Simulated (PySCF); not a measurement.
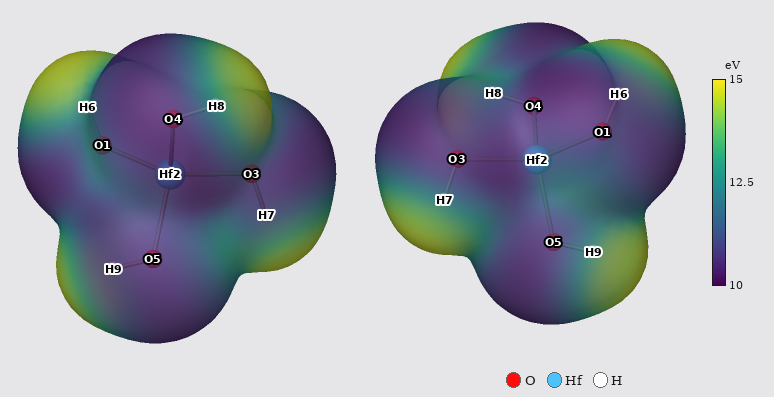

Figure. H4HfO4, SMILES `O[Hf](O)(O)O`. Average local ionisation energy on the surface of electron density 0.001 a.u. (back view left, front view right).

Level of theory: PBE0/def2-TZVP (PySCF), at a geometry from GFN2-xTB. Core potentials replace the inner electrons of Hf; spin–orbit coupling isn't included. This is a single-reference result, which may miss multireference character in this system. No frequency check shows the geometry to be a minimum. GFN2-xTB bond lengths at metals and heavier atoms can be off by up to 0.1 Å and shapes distorted, which carries into these values.

Input

```python
import numpy as np
from pyscf import gto, scf, dft
from pyscf.scf import atom_ks, atom_hf
from scipy.linalg import block_diag

def solve(mol, dm0=None, hcore=None):
    mf = (dft.UKS if mol.spin else dft.RKS)(mol, xc='pbe0')
    mf.grids.level = 3
    mf = mf.density_fit(auxbasis='def2-universal-jkfit')
    mf.conv_tol, mf.max_cycle = 1e-8, 80
    if hcore is not None:
        mf.get_hcore = lambda *args: hcore
    mf.kernel(dm0)
    if not mf.converged:
        mf = mf.newton().run(mf.mo_coeff, mf.mo_occ, max_cycle=30)
    assert mf.converged, 'SCF not converged'
    return mf

mol = gto.M(atom='''
O      1.60217     0.37759     0.89368
Hf    -0.00003    -0.00006     0.00021
O     -1.60204    -0.37735     0.89368
O     -0.37773     1.60138    -0.89433
O      0.37786    -1.60114    -0.89433
H      1.84200     1.30572     0.78618
H     -1.84187    -1.30547     0.78617
H     -1.30648     1.83944    -0.78837
H      1.30661    -1.83920    -0.78837
''', basis='def2-tzvp', ecp={'Hf': 'def2-tzvp'}, charge=0, spin=0, verbose=4)
mf = solve(mol)
mf.analyze()
# spherically averaged free atoms, for the promolecule
atom_ks.AtomSphAverageRKS.init_guess_by_vsap = lambda self, mol=None: self.init_guess_by_minao(mol)  # core potentials
atm = atom_ks.get_atm_nrks(mol, xc='pbe0')
pro = block_diag(*[(atm[a[0]][2] * atm[a[0]][3]) @ atm[a[0]][2].T for a in mol._atom])
np.savez('result.npz', e=mf.e_tot, c=mf.mo_coeff, occ=mf.mo_occ, eps=mf.mo_energy, pro=pro, dip=mf.dip_moment(verbose=0), s2=mf.spin_square()[0])
```

Command:

```sh
OMP_NUM_THREADS=1 python input.py
```

The run took 13 s on 1 thread of Intel(R) Xeon(R) 6975P-C (Granite Rapids), on a shared host, peak memory 0.71 GiB.

Partitions, critical points and surface values were worked out afterwards from this run's density.

Question: Locate the minima of the map.

Answer: The lowest value is 10.2 eV, 1.9 Å from O1, and at like points elsewhere. Further minima include 10.3 eV, 1.9 Å from O4, and at like points elsewhere. For comparison, the highest occupied orbital lies at −8.9 eV.

Question: What volume does the surface enclose, and what is the dipole moment?

Answer: About 110 Å³; the dipole moment is 0.0 D.
